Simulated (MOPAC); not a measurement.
## Geometry relaxation of C₃H₆F₂ (charge +1) (part 3 of 3)

C₃H₆F₂, charge +1, multiplicity 2; PM6-D3H4, unrestricted, dispersion D3H4 (MOPAC 23.2.5). The starting geometry was optimised with PM6-D3H4.

Geometry of the input (Å):
```
C  -1.1770  0.4363  0.4081
C  0.1423  0.3635  -0.3474
C  1.0211  -0.8397  -0.0364
F  -0.0869  0.4369  -1.6916
F  0.8495  1.5166  -0.1602
H  -1.7562  1.3470  0.1165
H  -0.9881  0.4777  1.5059
H  -1.7980  -0.4614  0.1820
H  1.2896  -0.8486  1.0455
H  1.9661  -0.8110  -0.6330
H  0.4801  -1.7830  -0.2819
```

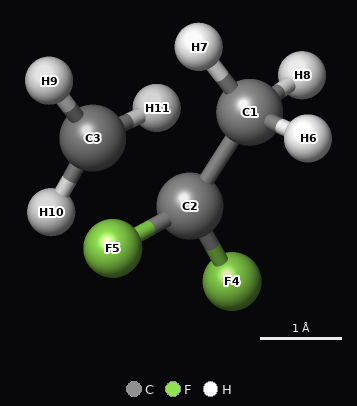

Figure 1. The geometry at step 47 of the log (ball-and-stick view, seen at a tilt; atoms are numbered from 1 in the order of the input).

### Trajectory as extended XYZ, continued
```
11
Properties=species:S:1:pos:R:3:forces:R:3 step=34 energy=6.18663
C    -1.1801    0.4275    0.4156    0.0021   0.0008  -0.0006
C    -0.0249    0.6358   -0.4399   -0.0002  -0.0006   0.0023
C     1.1420   -1.0597    0.0517   -0.0041   0.0014  -0.0014
F    -0.0547    0.4404   -1.7275    0.0040   0.0007  -0.0026
F     0.8886    1.5303   -0.1897    0.0008   0.0011  -0.0010
H    -1.8991    1.3154    0.2723   -0.0043  -0.0008   0.0019
H    -0.9456    0.4105    1.5219   -0.0001   0.0010   0.0012
H    -1.7867   -0.4935    0.1639    0.0047  -0.0027   0.0009
H     1.2742   -0.8566    1.1203   -0.0006   0.0003  -0.0003
H     1.9859   -0.8476   -0.6212   -0.0011  -0.0013  -0.0008
H     0.4257   -1.8323   -0.2493   -0.0011   0.0001   0.0005
11
Properties=species:S:1:pos:R:3:forces:R:3 step=36 energy=6.18662
C    -1.1793    0.4268    0.4158    0.0011  -0.0009   0.0005
C    -0.0246    0.6360   -0.4403    0.0007  -0.0003   0.0011
C     1.1405   -1.0595    0.0521   -0.0002  -0.0004  -0.0011
F    -0.0539    0.4406   -1.7279   -0.0003   0.0008  -0.0001
F     0.8884    1.5312   -0.1903    0.0008   0.0008   0.0005
H    -1.8990    1.3145    0.2745   -0.0016  -0.0015  -0.0008
H    -0.9439    0.4087    1.5219   -0.0008   0.0019   0.0005
H    -1.7854   -0.4943    0.1636    0.0030  -0.0011   0.0008
H     1.2727   -0.8564    1.1208   -0.0001   0.0013  -0.0006
H     1.9843   -0.8476   -0.6209    0.0001  -0.0016  -0.0002
H     0.4246   -1.8326   -0.2485   -0.0026   0.0011  -0.0005
11
Properties=species:S:1:pos:R:3:forces:R:3 step=37 energy=6.18661
C    -1.1793    0.4269    0.4157    0.0015  -0.0003   0.0008
C    -0.0247    0.6362   -0.4403    0.0007   0.0000   0.0011
C     1.1406   -1.0599    0.0521    0.0001   0.0000  -0.0013
F    -0.0538    0.4408   -1.7279   -0.0005   0.0002  -0.0001
F     0.8883    1.5313   -0.1901    0.0013   0.0003   0.0003
H    -1.8997    1.3141    0.2738   -0.0008  -0.0020  -0.0004
H    -0.9438    0.4098    1.5219   -0.0018   0.0013   0.0005
H    -1.7849   -0.4947    0.1642    0.0027  -0.0014   0.0007
H     1.2732   -0.8567    1.1207   -0.0008   0.0015  -0.0006
H     1.9840   -0.8478   -0.6213    0.0009  -0.0016  -0.0004
H     0.4248   -1.8332   -0.2482   -0.0035   0.0019  -0.0005
11
Properties=species:S:1:pos:R:3:forces:R:3 step=39 energy=6.18660
C    -1.1794    0.4272    0.4157    0.0010  -0.0005   0.0013
C    -0.0250    0.6369   -0.4404    0.0030  -0.0022   0.0025
C     1.1406   -1.0609    0.0519    0.0007   0.0016  -0.0013
F    -0.0533    0.4412   -1.7280   -0.0018   0.0010   0.0002
F     0.8882    1.5315   -0.1896    0.0015   0.0004  -0.0011
H    -1.9017    1.3124    0.2719   -0.0002  -0.0021  -0.0008
H    -0.9437    0.4129    1.5219   -0.0024   0.0009   0.0003
H    -1.7831   -0.4962    0.1662    0.0023  -0.0014   0.0005
H     1.2741   -0.8569    1.1201   -0.0016   0.0013  -0.0007
H     1.9831   -0.8489   -0.6224    0.0017  -0.0015  -0.0007
H     0.4247   -1.8344   -0.2475   -0.0041   0.0025  -0.0002
11
Properties=species:S:1:pos:R:3:forces:R:3 step=40 energy=6.18659
C    -1.1792    0.4270    0.4157    0.0011   0.0000   0.0021
C    -0.0249    0.6370   -0.4405    0.0016  -0.0002   0.0014
C     1.1402   -1.0610    0.0519    0.0003   0.0006  -0.0011
F    -0.0531    0.4414   -1.7280   -0.0023   0.0003   0.0003
F     0.8881    1.5318   -0.1896    0.0029  -0.0012  -0.0002
H    -1.9022    1.3117    0.2717    0.0005  -0.0019  -0.0014
H    -0.9434    0.4133    1.5220   -0.0028   0.0008   0.0002
H    -1.7823   -0.4969    0.1666    0.0014  -0.0016   0.0003
H     1.2737   -0.8566    1.1200   -0.0010   0.0007  -0.0004
H     1.9828   -0.8496   -0.6226    0.0016   0.0000  -0.0012
H     0.4241   -1.8344   -0.2472   -0.0034   0.0026   0.0000
11
Properties=species:S:1:pos:R:3:forces:R:3 step=41 energy=6.18655
C    -1.1791    0.4268    0.4159    0.0014  -0.0005   0.0016
C    -0.0244    0.6368   -0.4399    0.0021  -0.0015   0.0017
C     1.1395   -1.0606    0.0509   -0.0022  -0.0009  -0.0014
F    -0.0527    0.4414   -1.7275   -0.0022   0.0023  -0.0016
F     0.8885    1.5319   -0.1890    0.0002  -0.0013  -0.0001
H    -1.9038    1.3092    0.2680   -0.0024  -0.0006  -0.0021
H    -0.9448    0.4171    1.5225   -0.0007   0.0019  -0.0004
H    -1.7799   -0.4992    0.1690    0.0022  -0.0015   0.0010
H     1.2737   -0.8558    1.1189    0.0022   0.0012   0.0012
H     1.9818   -0.8504   -0.6246    0.0000  -0.0011   0.0007
H     0.4224   -1.8338   -0.2468   -0.0007   0.0020  -0.0006
11
Properties=species:S:1:pos:R:3:forces:R:3 step=43 energy=6.18677
C    -1.1779    0.4254    0.4171   -0.0241   0.0138  -0.0029
C    -0.0203    0.6351   -0.4357   -0.0120  -0.0085  -0.0108
C     1.1340   -1.0587    0.0439    0.0090   0.0107   0.0212
F    -0.0498    0.4425   -1.7244   -0.0060   0.0128  -0.0020
F     0.8908    1.5320   -0.1848    0.0028   0.0054   0.0042
H    -1.9170    1.2920    0.2394    0.0135  -0.0225   0.0048
H    -0.9543    0.4462    1.5260    0.0077   0.0026  -0.0175
H    -1.7614   -0.5164    0.1872    0.0041   0.0127   0.0070
H     1.2751   -0.8490    1.1109    0.0106  -0.0053  -0.0038
H     1.9738   -0.8572   -0.6383   -0.0019  -0.0035   0.0073
H     0.4116   -1.8298   -0.2446   -0.0038  -0.0182  -0.0076
11
Properties=species:S:1:pos:R:3:forces:R:3 step=44 energy=6.18690
C    -1.1799    0.4268    0.4154    0.0446  -0.0353   0.0064
C    -0.0249    0.6371   -0.4403    0.0298   0.0082   0.0341
C     1.1416   -1.0601    0.0514   -0.0570  -0.0444  -0.0505
F    -0.0539    0.4418   -1.7272    0.0030   0.0015  -0.0250
F     0.8897    1.5313   -0.1888   -0.0306  -0.0237  -0.0092
H    -1.9015    1.3073    0.2672   -0.0568   0.0589  -0.0109
H    -0.9464    0.4173    1.5218    0.0089  -0.0005   0.0131
H    -1.7816   -0.4990    0.1699    0.0059  -0.0087  -0.0074
H     1.2724   -0.8561    1.1185    0.0195   0.0119   0.0277
H     1.9838   -0.8509   -0.6252   -0.0119  -0.0060   0.0162
H     0.4205   -1.8332   -0.2462    0.0446   0.0381   0.0054
11
Properties=species:S:1:pos:R:3:forces:R:3 step=46 energy=6.18694
C    -1.1775    0.4252    0.4170   -0.0269   0.0179  -0.0030
C    -0.0194    0.6341   -0.4353   -0.0240   0.0106  -0.0194
C     1.1327   -1.0606    0.0431    0.0198   0.0131   0.0224
F    -0.0494    0.4472   -1.7251   -0.0028  -0.0026   0.0059
F     0.8906    1.5315   -0.1822    0.0141   0.0019   0.0042
H    -1.9248    1.2825    0.2245    0.0265  -0.0310   0.0128
H    -0.9549    0.4636    1.5256    0.0014  -0.0032  -0.0164
H    -1.7528   -0.5243    0.1996    0.0022   0.0138   0.0036
H     1.2803   -0.8479    1.1089   -0.0026  -0.0101  -0.0083
H     1.9702   -0.8633   -0.6427    0.0046   0.0066  -0.0007
H     0.4095   -1.8321   -0.2418   -0.0123  -0.0170  -0.0012
11
Properties=species:S:1:pos:R:3:forces:R:3 step=47 energy=6.18661
C    -1.1783    0.4258    0.4166   -0.0142   0.0088  -0.0038
C    -0.0221    0.6365   -0.4374   -0.0046  -0.0086  -0.0020
C     1.1358   -1.0607    0.0462    0.0012   0.0030   0.0031
F    -0.0504    0.4440   -1.7258   -0.0061   0.0072  -0.0012
F     0.8903    1.5318   -0.1852    0.0002   0.0024   0.0015
H    -1.9165    1.2938    0.2437    0.0100  -0.0198   0.0047
H    -0.9507    0.4432    1.5249    0.0005   0.0007  -0.0152
H    -1.7636   -0.5148    0.1856    0.0065   0.0164   0.0068
H     1.2764   -0.8513    1.1125    0.0090  -0.0005   0.0058
H     1.9752   -0.8573   -0.6358   -0.0063  -0.0045   0.0072
H     0.4137   -1.8326   -0.2428    0.0036  -0.0050  -0.0068
11
Properties=species:S:1:pos:R:3:forces:R:3 step=49 energy=6.18654
C    -1.1787    0.4264    0.4161    0.0016  -0.0003   0.0002
C    -0.0230    0.6364   -0.4385   -0.0012   0.0053  -0.0014
C     1.1373   -1.0617    0.0479   -0.0009  -0.0011   0.0003
F    -0.0515    0.4452   -1.7269   -0.0021  -0.0023  -0.0001
F     0.8897    1.5313   -0.1855    0.0018  -0.0030  -0.0010
H    -1.9149    1.2955    0.2473   -0.0021   0.0021   0.0007
H    -0.9487    0.4404    1.5235    0.0014  -0.0013   0.0014
H    -1.7667   -0.5115    0.1845    0.0001  -0.0016  -0.0019
H     1.2780   -0.8529    1.1145   -0.0009  -0.0018   0.0004
H     1.9768   -0.8575   -0.6328    0.0014   0.0022   0.0003
H     0.4167   -1.8341   -0.2435    0.0008   0.0019   0.0012
11
Properties=species:S:1:pos:R:3:forces:R:3 step=50 energy=6.18652
C    -1.1789    0.4266    0.4160   -0.0016  -0.0002   0.0008
C    -0.0239    0.6372   -0.4392    0.0013  -0.0001   0.0019
C     1.1383   -1.0619    0.0490   -0.0012  -0.0002  -0.0006
F    -0.0519    0.4442   -1.7272   -0.0028   0.0000  -0.0004
F     0.8895    1.5313   -0.1865    0.0006  -0.0009  -0.0015
H    -1.9126    1.2994    0.2537    0.0017  -0.0026   0.0014
H    -0.9471    0.4337    1.5233   -0.0011  -0.0011  -0.0038
H    -1.7702   -0.5083    0.1797    0.0020   0.0034   0.0007
H     1.2770   -0.8541    1.1159    0.0000  -0.0005   0.0009
H     1.9785   -0.8556   -0.6303   -0.0005  -0.0001   0.0013
H     0.4184   -1.8343   -0.2441    0.0015   0.0022  -0.0006
11
Properties=species:S:1:pos:R:3:forces:R:3 step=51 energy=6.18652
C    -1.1791    0.4268    0.4159   -0.0006   0.0000   0.0014
C    -0.0244    0.6377   -0.4397    0.0028  -0.0038   0.0025
C     1.1390   -1.0619    0.0499   -0.0011   0.0002  -0.0011
F    -0.0523    0.4435   -1.7275   -0.0027   0.0014  -0.0003
F     0.8893    1.5313   -0.1873    0.0000   0.0006  -0.0015
H    -1.9105    1.3022    0.2585    0.0009  -0.0017   0.0001
H    -0.9460    0.4285    1.5229   -0.0015  -0.0005  -0.0029
H    -1.7730   -0.5056    0.1763    0.0018   0.0022   0.0008
H     1.2763   -0.8550    1.1171    0.0000   0.0001   0.0008
H     1.9798   -0.8542   -0.6281   -0.0007  -0.0007   0.0010
H     0.4198   -1.8342   -0.2448    0.0010   0.0020  -0.0009
11
Properties=species:S:1:pos:R:3:forces:R:3 step=53 energy=6.18653
C    -1.1790    0.4267    0.4159    0.0108  -0.0025  -0.0047
C    -0.0238    0.6370   -0.4393    0.0006   0.0016  -0.0043
C     1.1386   -1.0614    0.0498    0.0003   0.0028   0.0027
F    -0.0525    0.4437   -1.7273   -0.0012  -0.0009  -0.0010
F     0.8894    1.5313   -0.1875    0.0020   0.0001   0.0010
H    -1.9100    1.3013    0.2580   -0.0097   0.0141  -0.0045
H    -0.9466    0.4288    1.5222    0.0043   0.0003   0.0181
H    -1.7727   -0.5053    0.1769   -0.0059  -0.0137  -0.0045
H     1.2761   -0.8547    1.1171   -0.0010  -0.0008  -0.0004
H     1.9796   -0.8544   -0.6280    0.0047   0.0024  -0.0025
H     0.4197   -1.8335   -0.2454   -0.0047  -0.0033   0.0001
11
Properties=species:S:1:pos:R:3:forces:R:3 step=54 energy=6.18657
C    -1.1779    0.4255    0.4163   -0.0163   0.0036   0.0052
C    -0.0220    0.6351   -0.4382   -0.0010   0.0047   0.0067
C     1.1363   -1.0596    0.0479    0.0008  -0.0078  -0.0040
F    -0.0523    0.4447   -1.7268    0.0019  -0.0005  -0.0036
F     0.8902    1.5309   -0.1859   -0.0011  -0.0037  -0.0033
H    -1.9123    1.2968    0.2465    0.0021  -0.0101   0.0065
H    -0.9498    0.4385    1.5246    0.0025  -0.0002  -0.0165
H    -1.7677   -0.5116    0.1834    0.0086   0.0118   0.0022
H     1.2764   -0.8525    1.1150   -0.0007  -0.0022   0.0005
H     1.9772   -0.8555   -0.6317   -0.0014   0.0021   0.0025
H     0.4158   -1.8318   -0.2453    0.0047   0.0024   0.0039
11
Properties=species:S:1:pos:R:3:forces:R:3 step=56 energy=6.18651
C    -1.1788    0.4265    0.4160    0.0003   0.0001  -0.0002
C    -0.0237    0.6369   -0.4392    0.0007   0.0003   0.0003
C     1.1382   -1.0613    0.0494   -0.0001   0.0000   0.0001
F    -0.0523    0.4440   -1.7273   -0.0015   0.0001  -0.0005
F     0.8896    1.5312   -0.1870    0.0004  -0.0006  -0.0007
H    -1.9111    1.3004    0.2554   -0.0009   0.0003  -0.0002
H    -0.9469    0.4312    1.5231    0.0004   0.0003   0.0008
H    -1.7714   -0.5072    0.1783    0.0006  -0.0007   0.0001
H     1.2763   -0.8543    1.1166   -0.0003  -0.0006   0.0001
H     1.9790   -0.8547   -0.6290    0.0006   0.0007   0.0001
H     0.4187   -1.8335   -0.2449   -0.0002   0.0001   0.0001
11
Properties=species:S:1:pos:R:3:forces:R:3 step=57 energy=6.18651
C    -1.1787    0.4263    0.4160   -0.0004   0.0001  -0.0002
C    -0.0234    0.6366   -0.4391    0.0007   0.0011   0.0005
C     1.1379   -1.0611    0.0493    0.0002  -0.0004   0.0000
F    -0.0524    0.4441   -1.7272   -0.0011   0.0000  -0.0007
F     0.8897    1.5312   -0.1869    0.0001  -0.0011  -0.0008
H    -1.9113    1.2998    0.2543   -0.0016   0.0007  -0.0003
H    -0.9472    0.4321    1.5231    0.0011   0.0006   0.0010
H    -1.7708   -0.5077    0.1789    0.0008  -0.0010   0.0000
H     1.2762   -0.8541    1.1165   -0.0005  -0.0008   0.0000
H     1.9788   -0.8548   -0.6292    0.0007   0.0010  -0.0001
H     0.4183   -1.8332   -0.2450   -0.0002  -0.0001   0.0005
11
Properties=species:S:1:pos:R:3:forces:R:3 step=59 energy=6.18651
C    -1.1786    0.4262    0.4161   -0.0011   0.0003   0.0003
C    -0.0232    0.6365   -0.4390   -0.0008   0.0021  -0.0001
C     1.1377   -1.0610    0.0492    0.0004  -0.0007   0.0000
F    -0.0524    0.4443   -1.7272   -0.0005  -0.0007  -0.0004
F     0.8898    1.5311   -0.1868    0.0005  -0.0011  -0.0005
H    -1.9116    1.2992    0.2534   -0.0010   0.0003   0.0007
H    -0.9474    0.4330    1.5233    0.0014  -0.0001   0.0000
H    -1.7702   -0.5083    0.1796    0.0008   0.0000  -0.0003
H     1.2762   -0.8541    1.1164   -0.0005  -0.0010   0.0000
H     1.9786   -0.8549   -0.6294    0.0008   0.0009   0.0001
H     0.4179   -1.8330   -0.2450    0.0001   0.0000   0.0004
11
Properties=species:S:1:pos:R:3:forces:R:3 step=60 energy=6.18651
C    -1.1788    0.4265    0.4160    0.0004   0.0002   0.0001
C    -0.0238    0.6370   -0.4393   -0.0001   0.0004   0.0000
C     1.1383   -1.0614    0.0495   -0.0003  -0.0001   0.0001
F    -0.0524    0.4439   -1.7273   -0.0012  -0.0002  -0.0001
F     0.8896    1.5312   -0.1871    0.0006  -0.0004  -0.0006
H    -1.9111    1.3006    0.2559   -0.0001   0.0000   0.0003
H    -0.9468    0.4308    1.5230    0.0002  -0.0003   0.0001
H    -1.7715   -0.5070    0.1779    0.0003  -0.0001   0.0000
H     1.2762   -0.8545    1.1167   -0.0003  -0.0005   0.0002
H     1.9792   -0.8546   -0.6287    0.0004   0.0006   0.0002
H     0.4188   -1.8335   -0.2449    0.0000   0.0004  -0.0003
```

### Key numbers

| quantity | value |
| --- | --- |
| outcome | converged |
| total energy | −50.749012 hartree |
| dispersion energy | −0.001856 hartree |
| heat of formation | 142.66 kcal/mol |
| basis functions | 26 |
| largest force | 0.001 eV/Å |
| ⟨S²⟩ | 0.753 |
| peak memory | 0.073 GiB |

### Remarks

MOPAC's energies along a path are heats of formation.
